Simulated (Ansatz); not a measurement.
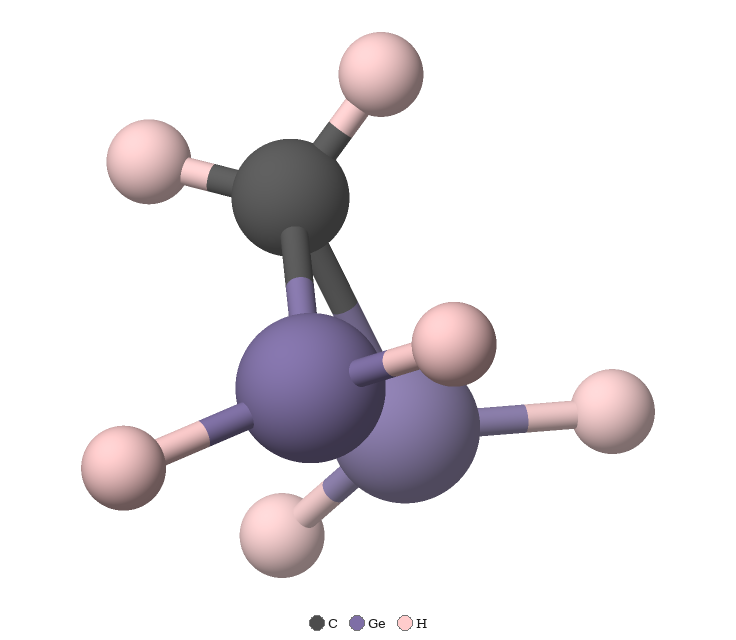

Ball-and-stick drawing of a structure.

Computed geometry: PBE0-D4/def2-TZVP optimisation.

> Which formula does it have?

CH₆Ge₂, 9 atoms: 1 carbon, 6 hydrogen and 2 germanium.

> Count the bonded pairs by element.

4 Ge–H, 2 C–Ge, 2 C–H. Sticks follow a distance rule.

> What is the point group of this geometry?

C2v.

The parts below concern this one geometry. Atoms keep their numbers from picture to picture.

Geometry

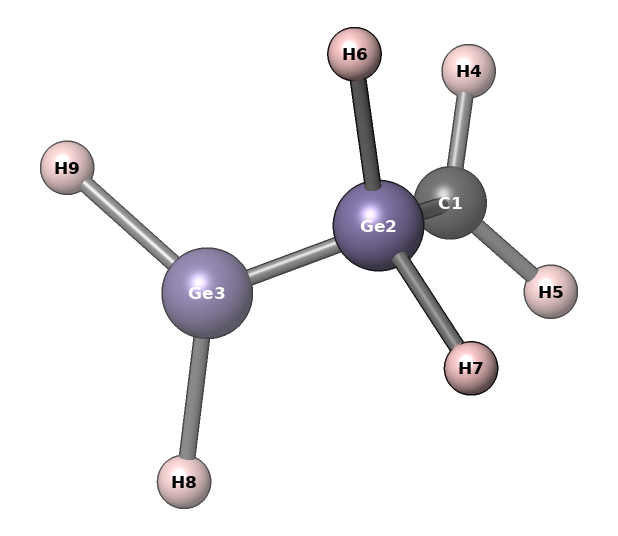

C1 lies behind Ge2. The molecule seen a little off the Ge2–C1 bond, Ge2 in front. Depth is shown by fading: the farther an atom, the more it takes the colour of the background.

> What is the torsion angle H6–Ge2–C1–Ge3? The sign is positive where the front bond must turn clockwise to cover the back bond.

−111°, anticlinal.

Charges

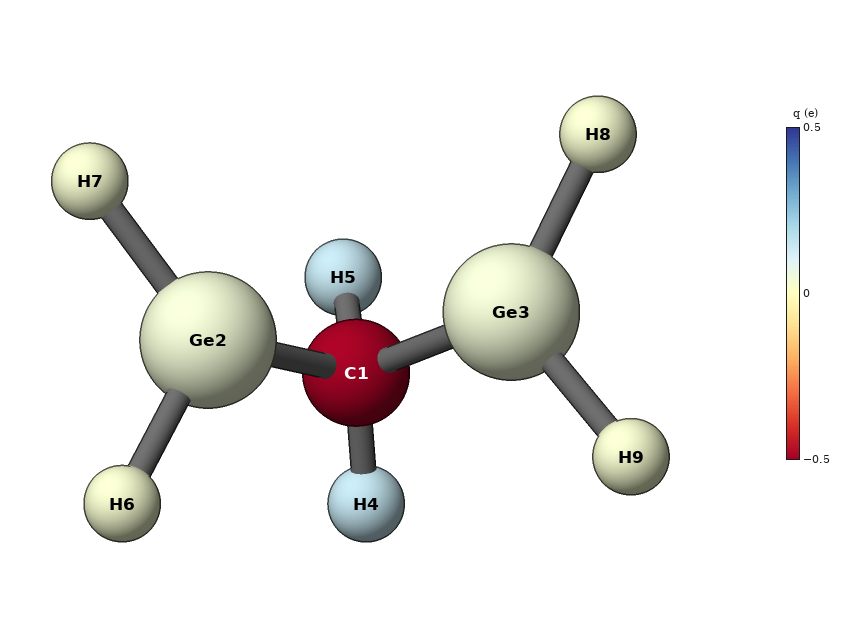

Atoms are coloured by their Mulliken charges. Properties computed with RKS ωB97M-V/def2-TZVPP (Ansatz 0.2.0).

> Which atom carries the highest charge (most positive or least negative)?

H4, H5 (0.15 e).

> And the lowest?

C1 (−0.49 e).

Give the Mulliken charges atom by atom.

| atom | value (e) |
| --- | --- |
| C1 | −0.49 |
| Ge2 | 0.04 |
| Ge3 | 0.04 |
| H4 | 0.15 |
| H5 | 0.15 |
| H6 | 0.03 |
| H7 | 0.03 |
| H8 | 0.03 |
| H9 | 0.03 |

Levels of theory compared

Program: Ansatz 0.2.0.

Compare dipole (D), HOMO energy (eV), HOMO–LUMO gap (eV) at these levels: B3LYP-D4/def2-TZVPP; PBE-D4/def2-TZVPP; r2SCAN-D4/def2-TZVPP; ωB97M-V/def2-TZVPP.

```csv
level,dipole (D),HOMO energy (eV),HOMO–LUMO gap (eV)
B3LYP-D4/def2-TZVPP,0.27,−6.36,5.77
PBE-D4/def2-TZVPP,0.35,−5.58,4.44
r2SCAN-D4/def2-TZVPP,0.37,−5.80,4.89
ωB97M-V/def2-TZVPP,0.21,−8.53,9.96
```

Thermal motion

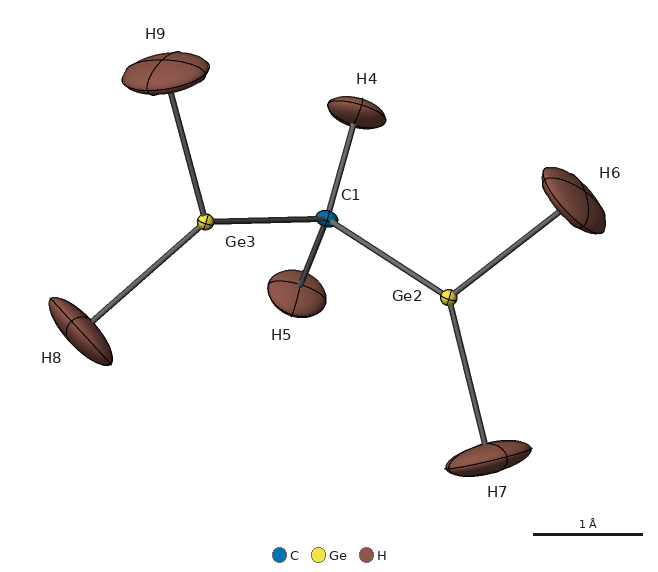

Displacement ellipsoids at the 50 % level, from the internal vibrations of the free molecule (harmonic, no overall translation or rotation; no half-axis is drawn under 0.075 Å). Vibrations computed with RKS PBE0-D4/def2-TZVP (Ansatz 0.2.0). Temperature: 600 K.

Give the displacement parameters, one line for each set of equivalent atoms.

```csv
atom,U_eq (Å²),rms amplitudes (Å)
C1,0.0027,"0.027, 0.055, 0.066"
"Ge2, Ge3",0.00046,"0.007, 0.014, 0.034"
"H4, H5",0.0248,"0.078, 0.179, 0.191"
"H6, H7, H8, H9",0.0454,"0.089, 0.229, 0.275"
```

Mulliken values depend strongly on the basis set and can even reverse the polarity of a bond.
